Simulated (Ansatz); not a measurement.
System: a (111) slab cut from TaN (Fm-3m), ended by N above and Ta below, 24 atoms in the cell, the slab at its places in the relaxed adsorbed structure.

```
Ta N
1.0
     6.20149    0.00000    0.00000
    -3.10075    5.37065    0.00000
     0.00000    0.00000   25.93487
Ta N
12 12
Direct
  0.16667 0.33333 0.30847
  0.16667 0.83333 0.30847
  0.66667 0.33333 0.30847
  0.66667 0.83333 0.30847
  0.50000 0.50000 0.40608
  0.50000 0.00000 0.40608
  0.00000 0.50000 0.40608
  0.00000 0.00000 0.40608
  0.84086 0.65937 0.50313
  0.84059 0.18112 0.50344
  0.31895 0.65953 0.50349
  0.33357 0.16656 0.54785
  0.33333 0.16667 0.35727
  0.33333 0.66667 0.35727
  0.83333 0.16667 0.35727
  0.83333 0.66667 0.35727
  0.65552 0.32740 0.45289
  0.66650 0.83345 0.45270
  0.17203 0.32807 0.45290
  0.17268 0.84447 0.45289
  0.00016 0.49982 0.54692
  0.97797 0.98890 0.54446
  0.51125 0.52222 0.54445
  0.51142 0.98860 0.54457
```

Computed with Ansatz 0.2.0: DFT PBE+D3(BJ), scalar-relativistic, plane waves, PAW, no spin polarisation, 4×4×1 k mesh, 420 eV cutoff, Gaussian smearing of 0.1 eV.

What does the potential across the slab give for the work function?

The work function is 4.57 eV at the right face and 5.02 eV at the left. The vacuum level is 0.44 eV higher at the left than at the right, so the slab carries a dipole along its normal; the ramp in the vacuum, at or near the edge of the plot, is the dipole correction that keeps each side flat. The outermost atoms are 6.2 Å apart, which leaves 19.7 Å of vacuum in a cell 25.9 Å high.

The atoms aren't at rest in this cell (largest force 0.9 eV/Å), so the relaxed material can differ. Spin-orbit coupling is left out, which matters for Ta.

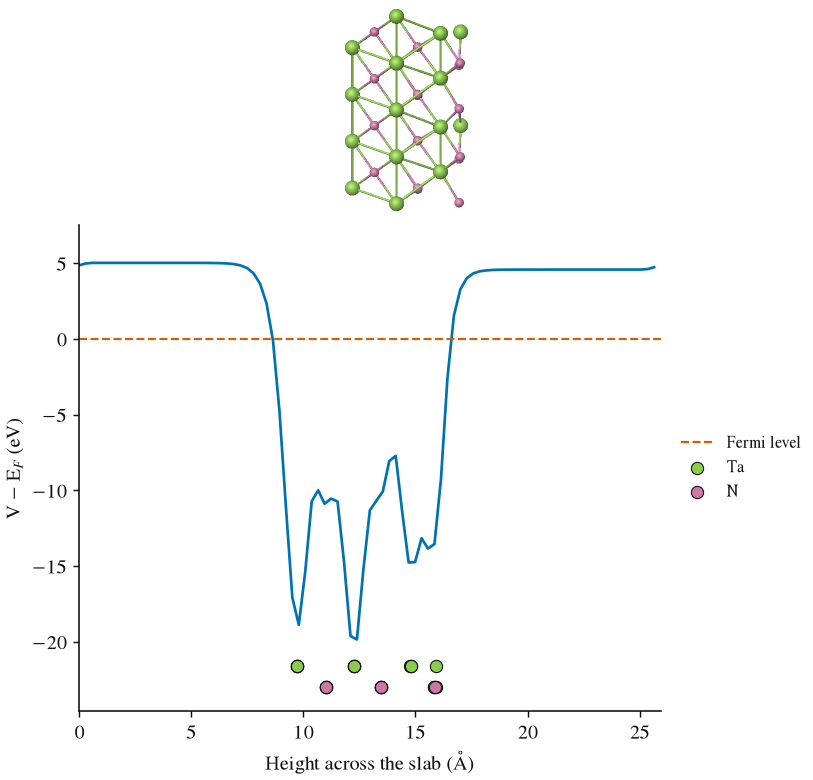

Plane-averaged electrostatic potential energy of an electron across the slab; circles at the bottom mark the heights of the atoms. The structure is drawn too.
